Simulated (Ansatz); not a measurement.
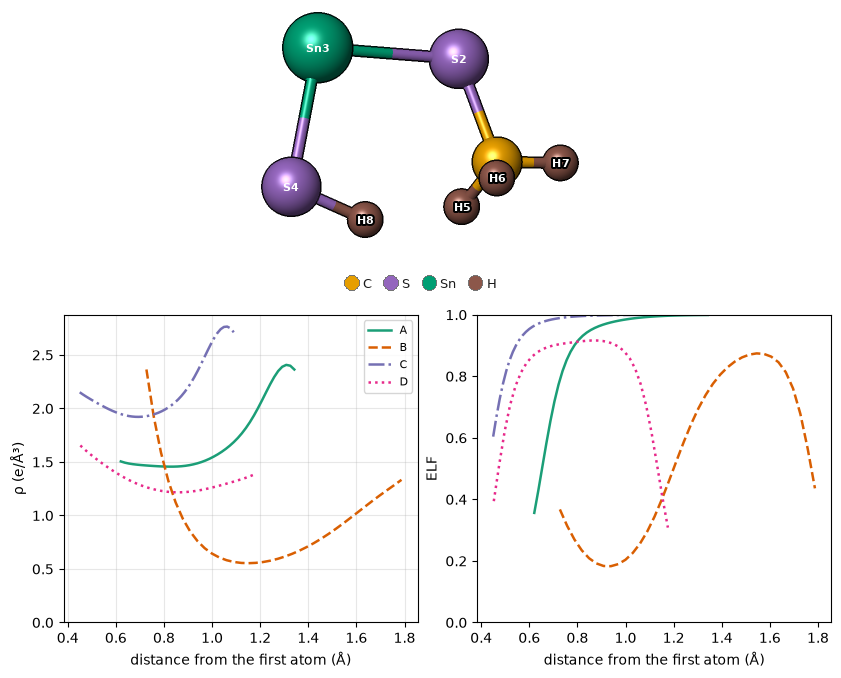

Figure. CH$_{4}$S$_{2}$Sn (SMILES C[S][Sn][SH]). Electron density and electron localisation function along straight lines between neighbouring atoms. The curves leave out the atomic cores. The structure is drawn too.

Geometry: PBE0-D4/def2-TZVP; core potentials replace the inner electrons of Sn.

Method: Ansatz 0.2.0, RKS PBE0-D4/def2-TZVPP.

```xyz
8

C     0.2967    1.0251   -0.3822
S     0.7526    0.7208    1.3421
Sn    0.0903   -1.5115    2.0148
S    -0.9309   -2.3545   -0.0332
H    -0.7828    0.9621   -0.5215
H     0.8026    0.3298   -1.0523
H     0.6199    2.0380   -0.6234
H    -0.7563   -1.2671   -0.8000
```

**Which curve belongs to which contact (C–H, C–S, Sn–S and S–H)? The first atom named is at distance zero.**

Curve A: S–H (1.34 Å): ρ is about 1.5 e/Å³ halfway; the ELF climbs to about 1 towards the hydrogen, as it does in any bond to H. Curve B: Sn–S (2.42 Å): the density is about 0.57 e/Å³ at the midpoint; the ELF peaks at about 0.85 in the valence shell of S, 0.9 Å from its nucleus, and drops to about 0.20 between the two atoms. Curve C: C–H (1.09 Å): the density is about 2 e/Å³ at the midpoint; the ELF climbs to about 1 towards the hydrogen; a covalent bond by its length. Curve D: C–S (1.81 Å): ρ is about 1.2 e/Å³ halfway; the ELF peaks at about 0.90 between the atoms; localised, covalent bonding.
